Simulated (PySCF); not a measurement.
**C₆H₁₂ClNSi: density, localisation and related maps**

The calculation's input:

```
{"job": {"kind": "nmr", "xc": "PBE0", "basis": "pcSseg-1"}, "charge": 0, "multiplicity": 1}
C     -2.559343    -0.316226    -0.649861
C     -1.076244    -0.556397    -0.926929
Si     0.081934     0.290105     0.328263
C     -0.269348    -0.443194     2.021906
N     -0.481439    -0.914231     3.044325
C      1.934105     0.065270    -0.051520
C      2.364516    -1.398869    -0.092485
C     -0.353550     2.147062     0.529758
Cl    -0.151220     2.956870    -1.050478
H     -3.172292    -0.855070    -1.369520
H     -2.825696    -0.656571     0.348249
H     -2.800082     0.740896    -0.727799
H     -0.886912    -1.631364    -0.924979
H     -0.842300    -0.201929    -1.932590
H      2.528048     0.586926     0.701171
H      2.169409     0.534124    -1.008491
H      1.830463    -1.938724    -0.870488
H      2.161619    -1.884524     0.859110
H      3.430407    -1.477712    -0.296033
H      0.293752     2.665112     1.233111
H     -1.384746     2.305390     0.834810
```

Launched as:

```sh
OMP_NUM_THREADS=1 python probes_run.py task.json out
```

Geometry: GFN2-xTB.

The calculation used PBE0/pcSseg-1, SCF density, gas phase, non-relativistic (PySCF).

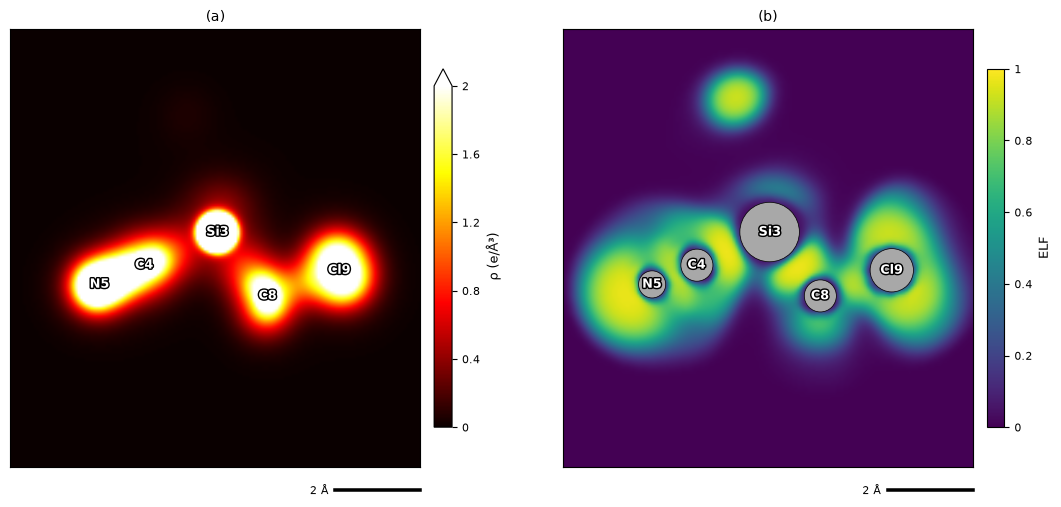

Figure 1. (a) electron density; (b) electron localisation function on the plane of atoms C4, Si3 and C8. Grey discs cover the atomic cores in the ELF map.

What do the fields say about this system?

Answer.
- The plane passes through Si, C, N and Cl nuclei.
- C–N (1.15 Å): ρ is about 3.6 e/Å³ halfway; the ELF peaks at about 0.90 between the atoms; a short, multiple covalent bond.
- C–Cl (1.79 Å): ρ at the midpoint is about 1.3 e/Å³; the ELF peaks at about 0.90 between the atoms: a covalent bond.
- C–Si (1.88 Å): ρ at the midpoint is about 0.87 e/Å³; the ELF peaks at about 1 between the atoms; a covalent bond.
- The ELF also peaks beside N5 and Cl9, away from the bonds: lone-pair regions.

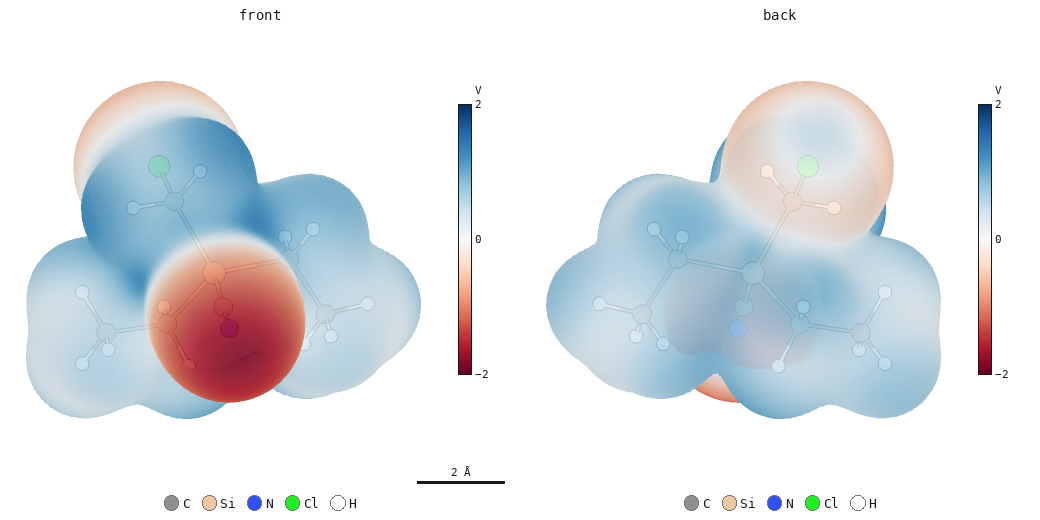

Figure 2. The electrostatic potential painted on the density surface at 0.002 e/bohr³, seen from the front and from behind; red is negative and blue positive.

Describe the electrostatic potential map.

Answer. The most negative region (about −1.7 V) lies over N5, the most positive (about +1.3 V) over Si3, H20 and H21. Cl9 shows a σ-hole: about +0.4 V at the tip opposite its bond, against about −0.2 V on its flanks. N5 is the likeliest acceptor of a hydrogen bond.
